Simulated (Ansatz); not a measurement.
# BGeC+ (triplet): one geometry, many settings

Aim: run BGeC+ (triplet) at one geometry under a spread of methods and options, and see what each costs and gives.

Method: the settings change from run to run; program: Ansatz 0.2.0, Gaussian basis.

18 further runs of the same task are left out: 9 that didn't finish, 9 set aside as unsound or not needed.

### Step 1. What is computed

The geometry is a PBE0/def2-TZVP stationary point (not a proven minimum) of the parent state, kept for this charge and spin. No spin-orbit coupling is included. The filled d shell of Ge may be among the frozen orbitals whatever the setting's name suggests; the logs give the count.

3 atoms, charge 1, spin multiplicity 3.

Atoms are counted from 1 here; the program's logs count them from 0.

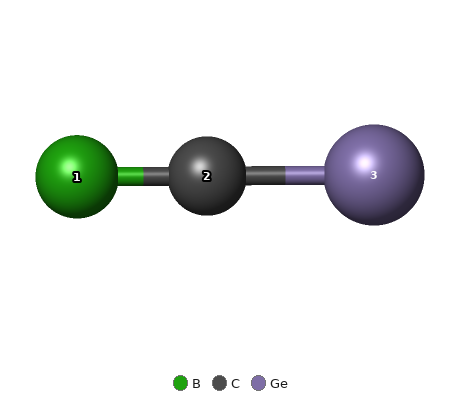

The geometry (boron green, carbon dark grey, germanium purple); atoms are numbered from 1 in the order of the file.

Coordinates:

```xyz
3

B     0.00000    0.00000    1.49860
C     0.00000    0.00000    0.12960
Ge    0.00000    0.00000   -1.62820
```

### Step 2. HF/STO-3G

Contents of in.yaml:

```yaml
crystal:
  periodic: [false, false, false]
  atoms:
    - {symbol: B, position_ang: [0.000000, 0.000000, 1.498600]}
    - {symbol: C, position_ang: [0.000000, 0.000000, 0.129600]}
    - {symbol: Ge, position_ang: [0.000000, 0.000000, -1.628200]}
basis:
  gaussian: {orbitals: STO-3G}
total_charge: 1
magnetization: {spin_polarized: false, initial_magnetization: 2}
hamiltonian: {xc: hf}
scf: {lower_state_search: off}
output: {orbitals: {seedname: orbitals}}
```

On the command line:

```bash
ansatz run in.yaml --threads 1 --pin off --events-out ev --progress --plain --max-ram 2393MiB
```

Standard output:

```text
Functional definition: HF
  name "HF"
  cite "Fock, Z. Phys. 61, 126 (1930) doi:10.1007/BF01340294"
  parent pbe
  exchange = exact_x
  correlation = 0
these checks for a lower state are left out or cut short: stability, starts, cluster_reference, orbital_swaps, neighbouring_geometries, increment
306 factors; integrals over basis functions are off by at most 6.9e-5 eV
mean field evaluation 1: about -57498.1896 eV, gradient 2.0e1 eV
mean field evaluation 2: about -57498.2097 eV, gradient 1.9e1 eV
mean field evaluation 4: about -57501.2760 eV, gradient 3.5e0 eV
mean field evaluation 8: about -57501.4311 eV, gradient 7.9e-2 eV
mean field -57501.42930974 eV, -2113.1385512645 hartree, gradient 2.1e-6 eV, S^2 2.000000; 0 other end points of the search recorded, 0 dependent functions left out
reference -57501.42930974 eV, -2113.1385512645 hartree; 22, 20 occupied and 6, 8 virtual orbitals, 306 factors
Total energy: -57501.42930974 eV, -2113.1385512645 hartree
Checks for a lower state left out: stability, starts, cluster_reference, orbital_swaps, neighbouring_geometries, increment
```

Run time: 0.45 s. Hardware: 1 thread of Intel Xeon at 2.50GHz, shared host.

### Step 3. NEVPT2(2,3)/cc-pVDZ

Contents of in.yaml:

```yaml
crystal:
  periodic: [false, false, false]
  atoms:
    - {symbol: B, position_ang: [0.000000, 0.000000, 1.498600]}
    - {symbol: C, position_ang: [0.000000, 0.000000, 0.129600]}
    - {symbol: Ge, position_ang: [0.000000, 0.000000, -1.628200]}
basis:
  gaussian: {orbitals: cc-pVDZ}
total_charge: 1
magnetization: {spin_polarized: false, initial_magnetization: 2}
correlation: {method: sc_nevpt2, electrons: outside_noble_gas, active_space: {window: {electrons: 2, orbitals: 3}}}
```

The command is unchanged.

Standard output, cut to the lines that bear on the results:

```text
Functional definition: HF
  name "HF"
  cite "Fock, Z. Phys. 61, 126 (1930) doi:10.1007/BF01340294"
  parent pbe
[...]
597 factors; integrals over basis functions are off by at most 7.3e-4 eV
[...]
mean field -58163.10698428 eV, -2137.4547573023 hartree, gradient 3.9e-6 eV, S^2 2.000000; 10 other end points of the search recorded, 0 dependent functions left out
reference -58163.10698428 eV, -2137.4547573023 hartree; 22, 20 occupied and 33, 35 virtual orbitals, 597 factors
state -58163.10698428 eV, -2137.4547573023 hartree
state -58163.10698428 eV, -2137.4547573023 hartree; corrected -58168.29276822 eV, -2137.6453313470 hartree
WARN: 1 active orbitals are nearly empty or full. The corrections depend on them more than the energy does, and are more stable in an active space without them
Total energy: -58168.29276822 eV, -2137.6453313470 hartree
```

Run time: 29 s. Hardware: 1 thread of Intel Xeon at 2.50GHz, shared host.

From the report: 2 determinants; active occupations 1.00, 1.00, 0.00. The report marks this result as in doubt.

### Step 4. CCSD on UHF/6-31G

Contents of in.yaml:

```yaml
crystal:
  periodic: [false, false, false]
  atoms:
    - {symbol: B, position_ang: [0.000000, 0.000000, 1.498600]}
    - {symbol: C, position_ang: [0.000000, 0.000000, 0.129600]}
    - {symbol: Ge, position_ang: [0.000000, 0.000000, -1.628200]}
basis:
  gaussian: {orbitals: 6-31G}
total_charge: 1
magnetization: {spin_polarized: true, initial_magnetization: 2}
correlation: {method: ccsd, electrons: outside_noble_gas}
accuracy: high
```

Same command.

Standard output, cut to the lines that bear on the results:

```text
Functional definition: HF
  name "HF"
  cite "Fock, Z. Phys. 61, 126 (1930) doi:10.1007/BF01340294"
  parent pbe
[...]
855 factors; integrals over basis functions are off by at most 4.2e-9 eV
[...]
mean field -58154.43223729 eV, -2137.1359662303 hartree, gradient 3.3e-8 eV, S^2 2.031354; 16 other end points of the search recorded, 0 dependent functions left out
determinant -58154.43223729 eV, -2137.1359662303 hartree, with singles and doubles -58158.42118140 eV, -2137.2825572227 hartree
determinant -58152.59560297 eV, -2137.0684711641 hartree, with singles and doubles -58157.35139790 eV, -2137.2432434043 hartree
determinant -58152.52804323 eV, -2137.0659883896 hartree, with singles and doubles -58157.34782011 eV, -2137.2431119228 hartree
determinant -58152.50329715 eV, -2137.0650789878 hartree, with singles and doubles -58157.35681622 eV, -2137.2434425236 hartree
[...]
determinant -58151.36459991 eV, -2137.0232326360 hartree, with singles and doubles -58154.77117644 eV, -2137.1484220145 hartree
determinant -58151.33387188 eV, -2137.0221034016 hartree, with singles and doubles -58154.99892816 eV, -2137.1567917359 hartree
determinant -58151.27009252 eV, -2137.0197595536 hartree, with singles and doubles -58154.65544472 eV, -2137.1441689523 hartree
determinant -58151.21659183 eV, -2137.0177934395 hartree, with singles and doubles -58154.48606993 eV, -2137.1379445434 hartree
16 core orbitals not correlated: weight in the atoms' cores, before any rotation towards them, 0.995 or more for the frozen orbitals, at most 0.002 for the correlated occupied ones
reference -58154.43223729 eV, -2137.1359662303 hartree; 6, 4 occupied and 25, 27 virtual orbitals, 855 factors
second order -3.34291164 eV of doubles, -0.00000000 eV of singles
cycle   1  -3.98893488 eV  change   -9.5e-2 eV  update   1.6e-2
[...]
cycle  24  -4.00414050 eV  change  -6.6e-10 eV  update   1.1e-9
Total energy: -58158.43637779 eV, -2137.2831156797 hartree
```

It took 45 s on 1 thread of Intel Xeon at 2.50GHz, shared host.

From the report: ⟨S²⟩ of the determinant 2.031 (pure triplet: 2.00); correlation -4.0041 eV; T1 0.023; largest double amplitude 0.06.

### Step 5. CASSCF(6,6)/cc-pVDZ

Contents of in.yaml:

```yaml
crystal:
  periodic: [false, false, false]
  atoms:
    - {symbol: B, position_ang: [0.000000, 0.000000, 1.498600]}
    - {symbol: C, position_ang: [0.000000, 0.000000, 0.129600]}
    - {symbol: Ge, position_ang: [0.000000, 0.000000, -1.628200]}
basis:
  gaussian: {orbitals: cc-pVDZ, fitting: {mean_field: def2-universal-jkfit}}
total_charge: 1
magnetization: {spin_polarized: false, initial_magnetization: 2}
correlation: {active_space: {window: {electrons: 6, orbitals: 6}}}
scf: {lower_state_search: light}
output: {forces: true}
```

Same command.

Standard output, cut to the lines that bear on the results:

```text
Functional definition: HF
  name "HF"
  cite "Fock, Z. Phys. 61, 126 (1930) doi:10.1007/BF01340294"
  parent pbe
[...]
416 factors; integrals over basis functions are off by at most 3.9e-2 eV
[...]
mean field -58163.10520652 eV, -2137.4546919711 hartree, gradient 2.7e-6 eV, S^2 2.000000; 7 other end points of the search recorded, 0 dependent functions left out
reference -58163.10520652 eV, -2137.4546919711 hartree; 22, 20 occupied and 33, 35 virtual orbitals, 416 factors
state -58164.03405051 eV, -2137.4888263578 hartree
[...]
Total energy: -58164.03405051 eV, -2137.4888263578 hartree
Atom 0 at     0.000000     0.000000     1.498600 Å, force     0.000000    -0.000000     2.262421 eV/Å
Atom 1 at     0.000000     0.000000     0.129600 Å, force    -0.000000     0.000000     1.351621 eV/Å
Atom 2 at     0.000000     0.000000    -1.628200 Å, force     0.000000    -0.000000    -3.614042 eV/Å
Dipole moment:    -0.000000     0.000000     0.673064 e Å
```

Run time: 29 s. Hardware: 1 thread of Intel Xeon at 2.50GHz, shared host.

From the report: 400 determinants; active occupations 1.98, 1.97, 1.00, 1.00, 0.03, 0.02.

### Step 6. HF/def2-SVP

Contents of in.yaml:

```yaml
crystal:
  periodic: [false, false, false]
  atoms:
    - {symbol: B, position_ang: [0.000000, 0.000000, 1.498600]}
    - {symbol: C, position_ang: [0.000000, 0.000000, 0.129600]}
    - {symbol: Ge, position_ang: [0.000000, 0.000000, -1.628200]}
basis:
  gaussian: {orbitals: def2-SVP}
total_charge: 1
magnetization: {spin_polarized: false, initial_magnetization: 2}
hamiltonian: {xc: hf}
scf: {lower_state_search: off}
output: {orbitals: {seedname: orbitals}}
```

Launched as before.

Standard output:

```text
Functional definition: HF
  name "HF"
  cite "Fock, Z. Phys. 61, 126 (1930) doi:10.1007/BF01340294"
  parent pbe
  exchange = exact_x
  correlation = 0
these checks for a lower state are left out or cut short: stability, starts, cluster_reference, orbital_swaps, neighbouring_geometries, increment
606 factors; integrals over basis functions are off by at most 1.3e-3 eV
mean field evaluation 1: about -58142.8844 eV, gradient 5.3e1 eV
mean field evaluation 2: about -58142.9395 eV, gradient 5.3e1 eV
mean field evaluation 4: about -58154.4639 eV, gradient 1.1e1 eV
mean field evaluation 8: about -58155.2729 eV, gradient 8.9e-1 eV
mean field evaluation 16: about -58155.2803 eV, gradient 1.5e-6 eV
mean field -58155.28032110 eV, -2137.1671327355 hartree, gradient 1.5e-6 eV, S^2 2.000000; 0 other end points of the search recorded, 0 dependent functions left out
reference -58155.28032110 eV, -2137.1671327355 hartree; 22, 20 occupied and 38, 40 virtual orbitals, 606 factors
Total energy: -58155.28032110 eV, -2137.1671327355 hartree
Checks for a lower state left out: stability, starts, cluster_reference, orbital_swaps, neighbouring_geometries, increment
```

It took 1.4 s on 1 thread of Intel Xeon at 2.50GHz, shared host.

### Step 7. CISD/STO-3G

Contents of in.yaml:

```yaml
crystal:
  periodic: [false, false, false]
  atoms:
    - {symbol: B, position_ang: [0.000000, 0.000000, 1.498600]}
    - {symbol: C, position_ang: [0.000000, 0.000000, 0.129600]}
    - {symbol: Ge, position_ang: [0.000000, 0.000000, -1.628200]}
basis:
  gaussian: {orbitals: STO-3G}
total_charge: 1
magnetization: {spin_polarized: false, initial_magnetization: 2}
correlation: {active_space: {ras: {orbitals: [4, 2, 6], electrons: 10, max_holes: 2, max_particles: 2}, fixed_orbitals: true}}
output: {forces: true}
```

Same command.

Standard output, cut to the lines that bear on the results:

```text
Functional definition: HF
  name "HF"
  cite "Fock, Z. Phys. 61, 126 (1930) doi:10.1007/BF01340294"
  parent pbe
[...]
306 factors; integrals over basis functions are off by at most 6.9e-5 eV
[...]
mean field -57501.42930974 eV, -2113.1385512645 hartree, gradient 2.1e-6 eV, S^2 2.000000; 8 other end points of the search recorded, 0 dependent functions left out
reference -57501.42930974 eV, -2113.1385512645 hartree; 22, 20 occupied and 6, 8 virtual orbitals, 306 factors
state -57503.98777522 eV, -2113.2325731364 hartree
[...]
Total energy: -57503.98777522 eV, -2113.2325731364 hartree
Atom 0 at     0.000000     0.000000     1.498600 Å, force     0.000000    -0.000000     1.824644 eV/Å
Atom 1 at     0.000000     0.000000     0.129600 Å, force    -0.000000     0.000000    -2.635732 eV/Å
Atom 2 at     0.000000     0.000000    -1.628200 Å, force     0.000000    -0.000000     0.811088 eV/Å
Dipole moment:     0.000000    -0.000000     0.514533 e Å
```

Run time: 6 s. Hardware: 1 thread of Intel Xeon at 2.50GHz, shared host.

From the report: 1,446 determinants.

### Step 8. CASSCF(10,6)/cc-pVDZ

Contents of in.yaml:

```yaml
crystal:
  periodic: [false, false, false]
  atoms:
    - {symbol: B, position_ang: [0.000000, 0.000000, 1.498600]}
    - {symbol: C, position_ang: [0.000000, 0.000000, 0.129600]}
    - {symbol: Ge, position_ang: [0.000000, 0.000000, -1.628200]}
basis:
  gaussian: {orbitals: cc-pVDZ}
total_charge: 1
magnetization: {spin_polarized: false, initial_magnetization: 2}
hamiltonian: {pseudopotentials: {relativity: none}}
correlation: {active_space: {window: {electrons: 10, orbitals: 6}}}
output: {forces: true}
```

Same command.

Standard output, cut to the lines that bear on the results:

```text
Functional definition: HF
  name "HF"
  cite "Fock, Z. Phys. 61, 126 (1930) doi:10.1007/BF01340294"
  parent pbe
[...]
597 factors; integrals over basis functions are off by at most 7.3e-4 eV
[...]
mean field -58163.10698428 eV, -2137.4547573023 hartree, gradient 3.9e-6 eV, S^2 2.000000; 10 other end points of the search recorded, 0 dependent functions left out
reference -58163.10698428 eV, -2137.4547573023 hartree; 22, 20 occupied and 33, 35 virtual orbitals, 597 factors
state -58163.10699848 eV, -2137.4547578241 hartree
[...]
Total energy: -58163.10699848 eV, -2137.4547578241 hartree
Atom 0 at     0.000000     0.000000     1.498600 Å, force    -0.000001    -0.000000     2.015374 eV/Å
Atom 1 at     0.000000     0.000000     0.129600 Å, force     0.000003     0.000000     0.948628 eV/Å
Atom 2 at     0.000000     0.000000    -1.628200 Å, force    -0.000001    -0.000000    -2.964001 eV/Å
Dipole moment:     0.000000     0.000000     0.612225 e Å
```

Wall time 44 s (1 thread of Intel Xeon at 2.50GHz, shared host).

From the report: 36 determinants; active occupations 2.00, 2.00, 2.00, 2.00, 1.00, 1.00.

### Step 9. HF/6-31G*

Contents of in.yaml:

```yaml
crystal:
  periodic: [false, false, false]
  atoms:
    - {symbol: B, position_ang: [0.000000, 0.000000, 1.498600]}
    - {symbol: C, position_ang: [0.000000, 0.000000, 0.129600]}
    - {symbol: Ge, position_ang: [0.000000, 0.000000, -1.628200]}
basis:
  gaussian: {orbitals: "6-31G*", fitting: {mean_field: def2-universal-jkfit}}
total_charge: 1
magnetization: {spin_polarized: true, initial_magnetization: 2}
hamiltonian: {xc: hf}
output: {orbitals: {seedname: orbitals}}
```

The command is unchanged.

Standard output, cut to the lines that bear on the results:

```text
Functional definition: HF
  name "HF"
  cite "Fock, Z. Phys. 61, 126 (1930) doi:10.1007/BF01340294"
  parent pbe
[...]
416 factors; integrals over basis functions are off by at most 1.0e-1 eV
[...]
mean field -58156.18255415 eV, -2137.2002891887 hartree, gradient 1.8e-5 eV, S^2 2.038758; 8 other end points of the search recorded, 0 dependent functions left out
reference -58156.18255415 eV, -2137.2002891887 hartree; 22, 20 occupied and 43, 45 virtual orbitals, 416 factors
Total energy: -58156.18255415 eV, -2137.2002891887 hartree
```

It took 21 s on 1 thread of Intel Xeon at 2.50GHz, shared host.

From the report: ⟨S²⟩ of the determinant 2.039 (pure triplet: 2.00).

### Step 10. BCCD on UHF/cc-pVDZ

Contents of in.yaml:

```yaml
crystal:
  periodic: [false, false, false]
  atoms:
    - {symbol: B, position_ang: [0.000000, 0.000000, 1.498600]}
    - {symbol: C, position_ang: [0.000000, 0.000000, 0.129600]}
    - {symbol: Ge, position_ang: [0.000000, 0.000000, -1.628200]}
basis:
  gaussian: {orbitals: cc-pVDZ}
total_charge: 1
magnetization: {spin_polarized: true, initial_magnetization: 2}
correlation: {method: bccd, electrons: outside_noble_gas}
scf: {lower_state_search: light}
```

Same command.

Standard output, cut to the lines that bear on the results:

```text
Functional definition: HF
  name "HF"
  cite "Fock, Z. Phys. 61, 126 (1930) doi:10.1007/BF01340294"
  parent pbe
[...]
597 factors; integrals over basis functions are off by at most 7.3e-4 eV
[...]
mean field -58163.20675207 eV, -2137.4584237012 hartree, gradient 7.6e-6 eV, S^2 2.037333; 20 other end points of the search recorded, 0 dependent functions left out
determinant -58163.20675207 eV, -2137.4584237012 hartree, with singles and doubles -58169.13792805 eV, -2137.6763903981 hartree
determinant -58161.23652903 eV, -2137.3860193399 hartree, with singles and doubles -58167.75106258 eV, -2137.6254240321 hartree
determinant -58161.20988891 eV, -2137.3850403336 hartree, with singles and doubles -58167.77556261 eV, -2137.6263243914 hartree
determinant -58161.13417019 eV, -2137.3822577218 hartree, with singles and doubles -58167.79243407 eV, -2137.6269444064 hartree
[...]
determinant -58160.34911573 eV, -2137.3534075027 hartree, with singles and doubles -58165.51289729 eV, -2137.5431729749 hartree
determinant -58160.26873801 eV, -2137.3504536758 hartree, with singles and doubles -58165.50558212 eV, -2137.5429041473 hartree
determinant -58160.10505413 eV, -2137.3444384042 hartree, with singles and doubles -58165.32736021 eV, -2137.5363546129 hartree
determinant -58160.09559823 eV, -2137.3440909061 hartree, with singles and doubles -58165.57934447 eV, -2137.5456148636 hartree
16 core orbitals not correlated: weight in the atoms' cores, before any rotation towards them, 0.998 or more for the frozen orbitals, at most 0.001 for the correlated occupied ones
reference -58163.20675207 eV, -2137.4584237012 hartree; 6, 4 occupied and 33, 35 virtual orbitals, 597 factors
second order -5.10769954 eV of doubles, -0.00000000 eV of singles
cycle   1  -5.91785851 eV  change    1.3e-2 eV  update   8.2e-3
[...]
cycle  10  -5.91866067 eV  change   -9.4e-7 eV  update   8.4e-6
Total energy: -58169.12541274 eV, -2137.6759304689 hartree
```

It took 65 s on 1 thread of Intel Xeon at 2.50GHz, shared host.

From the report: ⟨S²⟩ of the determinant 2.037 (pure triplet: 2.00); correlation -5.9187 eV; largest double amplitude 0.06.

### Step 11. All runs side by side

Where basis and cores are those of an earlier UCCSDT(Q)/cc-pVDZ run (-58169.4815 eV), and the state is the same kind, the miss against it is given. † marks a result that the program doubts.

| level | correlated | functions | energy (eV) | from UCCSDT(Q) (meV) | time |
| --- | --- | --- | --- | --- | --- |
| HF/STO-3G |  | 28 | -57501.4293 |  | 0.45 s |
| NEVPT2(2,3)/cc-pVDZ † | outside noble gas | 55 | -58168.2928 | 1188.7 | 29 s |
| CCSD on UHF/6-31G | outside noble gas | 47 | -58158.4364 |  | 45 s |
| CASSCF(6,6)/cc-pVDZ |  | 55 | -58164.0341 | 5447.5 | 29 s |
| HF/def2-SVP |  | 60 | -58155.2803 |  | 1.4 s |
| CISD/STO-3G | outside noble gas | 28 | -57503.9878 |  | 6 s |
| CASSCF(10,6)/cc-pVDZ |  | 55 | -58163.1070 |  | 44 s |
| HF/6-31G* |  | 65 | -58156.1826 |  | 21 s |
| BCCD on UHF/cc-pVDZ | outside noble gas | 55 | -58169.1254 | 356.1 | 65 s |

### Step 12. Outcome

| quantity | value |
| --- | --- |
| runs | 9 |
| quickest | HF/STO-3G, 0.45 s |
| slowest | BCCD on UHF/cc-pVDZ, 65 s |

Total energies in different bases, with other cores or another treatment of relativity can't be set against each other. BCCD on UHF/cc-pVDZ took 144 times as long as HF/STO-3G; the jobs differ in more than the method. Among the correlated runs with a miss given, it spans +356 to +1189 meV. Hartree-Fock, CASSCF and CASCI lack dynamic correlation by design.
